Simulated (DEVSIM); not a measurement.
System: Cr/Al2O3/SiO2/p-Si capacitor, at 400 K.

| layer (left to right) | material | thickness (nm) | Na (cm⁻³) |
|---|---|---|---|
| 1 | Al2O3 | 17.0 | - |
| 2 | SiO2 | 1.50 | - |
| 3 | Si | 610 | 9e17 |

Metal gate on the left, work function 4.5 eV. Fixed charge at the semiconductor interface -2.2e10 cm⁻² (in units of +e); no interface traps.

This is a model device: material constants are rounded textbook-type values typed into the input, and sizes, dopings and lifetimes were drawn at random. Values at 300 K; Nc and Nv go as T^1.5, mobilities as T to minus their exponent, the gap by Varshni's rule with the affinity fixed.

| parameter | Al2O3 | SiO2 | Si |
|---|---|---|---|
| gap (eV) | 6.8 | 9 | 1.124 |
| affinity (eV) | 1.35 | 0.9 | 4.05 |
| permittivity | 9 | 3.9 | 11.7 |
| Nc (cm⁻³) | - | - | 2.86e19 |
| Nv (cm⁻³) | - | - | 3.1e19 |
| Varshni α (eV/K) | - | - | 0.000473 |
| Varshni β (K) | - | - | 636 |

DEVSIM, 1D Poisson equation in equilibrium, Boltzmann statistics, complete ionisation; no quantum confinement or tunnelling. Metal contacts follow the ideal Schottky-Mott rule: no Fermi-level pinning, no interface dipoles.

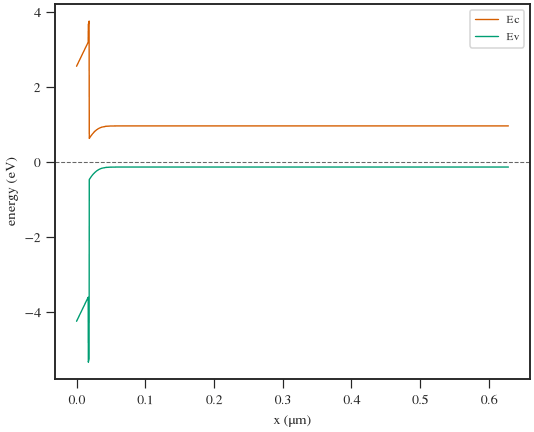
*Band edges at 0.6 V on the gate*

Energies count from the Fermi level of the right contact; mesh points crowd at the junctions.

| x (μm) | Ec (eV) | Ev (eV) | n (cm⁻³) | p (cm⁻³) | field (V/cm) |
|---|---|---|---|---|---|
| 0.000 | 2.550 | -4.250 | < 1e2 | < 1e2 | 380000 |
| 0.001216 | 2.596 | -4.204 | < 1e2 | < 1e2 | 380000 |
| 0.003672 | 2.689 | -4.111 | < 1e2 | < 1e2 | 380000 |
| 0.008194 | 2.861 | -3.939 | < 1e2 | < 1e2 | 380000 |
| 0.01400 | 3.081 | -3.719 | < 1e2 | < 1e2 | 380000 |
| 0.01613 | 3.162 | -3.638 | < 1e2 | < 1e2 | 380000 |
| 0.01716 | 3.659 | -5.341 | < 1e2 | < 1e2 | 880000 |
| 0.01802 | 3.735 | -5.265 | < 1e2 | < 1e2 | 880000 |
| 0.01886 | 0.637 | -0.460 | 4.2e11 | 7.7e13 | 280000 |
| 0.02065 | 0.685 | -0.411 | 1.0e11 | 3.1e14 | 260000 |
| 0.02431 | 0.770 | -0.326 | 8.7e9 | 3.7e15 | 210000 |
| 0.03654 | 0.926 | -0.170 | 9.4e7 | 3.4e17 | 58000 |
| 0.05910 | 0.959 | -0.137 | 3.6e7 | 8.9e17 | 850 |
| 0.1051 | 0.960 | -0.137 | 3.6e7 | 9.0e17 | ≈ 0 |
| 0.2591 | 0.960 | -0.137 | 3.6e7 | 9.0e17 | ≈ 0 |
| 0.4452 | 0.960 | -0.137 | 3.6e7 | 9.0e17 | ≈ 0 |
| 0.5448 | 0.960 | -0.137 | 3.6e7 | 9.0e17 | ≈ 0 |
| 0.5893 | 0.960 | -0.137 | 3.6e7 | 9.0e17 | ≈ 0 |
| 0.6150 | 0.960 | -0.137 | 3.6e7 | 9.0e17 | ≈ 0 |
| 0.6229 | 0.960 | -0.137 | 3.6e7 | 9.0e17 | ≈ 0 |
| 0.6265 | 0.960 | -0.137 | 3.6e7 | 9.0e17 | ≈ 0 |
| 0.6285 | 0.960 | -0.137 | 3.6e7 | 9.0e17 | ≈ 0 |
